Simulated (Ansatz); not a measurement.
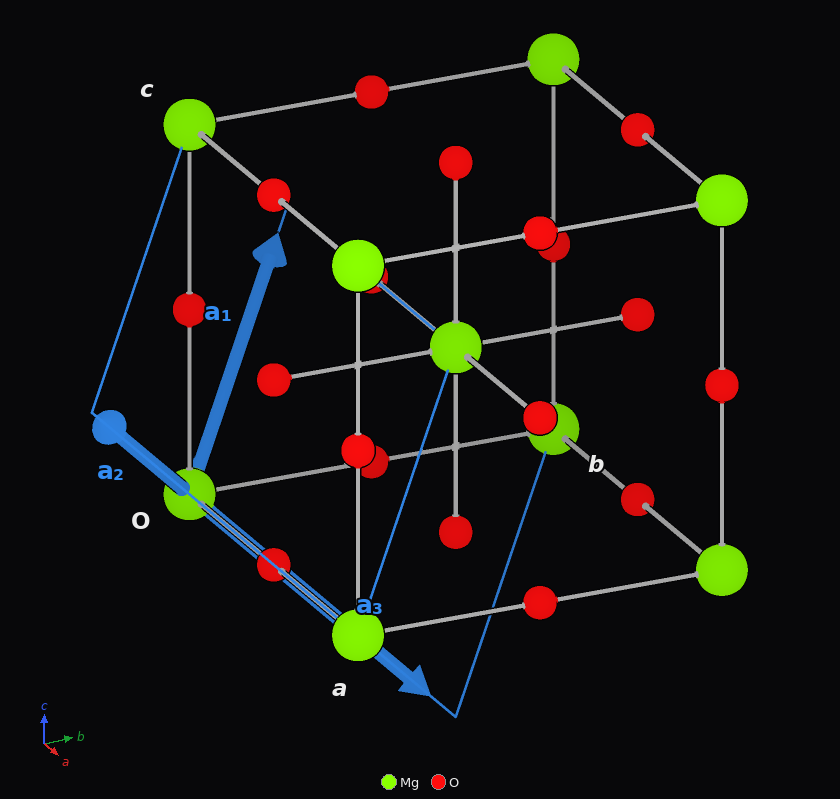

Crystal: MgO3, coordinates from a relaxation with DFT PBE, scalar-relativistic, plane waves, PAW in Ansatz; the starting structure was generated, so it need not be a known form of this composition. The conventional cell (thin) and a primitive cell (coloured, vectors a₁, a₂, a₃). The drawing is computed from the coordinates (standard cell, symmetry found to 0.002 Å).

a = 4.170 Å, b = 4.170 Å, c = 4.170 Å, α = 90.00°, β = 90.00°, γ = 90.00°.

### What is the centring, and how are the primitive vectors built?

I, body-centred cubic, with lattice points at (0, 0, 0), (1/2, 1/2, 1/2). a₁ = −1/2 a + 1/2 b + 1/2 c; a₂ = 1/2 a − 1/2 b + 1/2 c; a₃ = 1/2 a + 1/2 b − 1/2 c.

### Give the primitive cell's size and content.

Edges 3.611, 3.611, 3.611 Å; angles 109.47°, 109.47°, 109.47°; volume 36.26 Å³, 1/2 of the conventional cell; 4 of its 8 atoms.
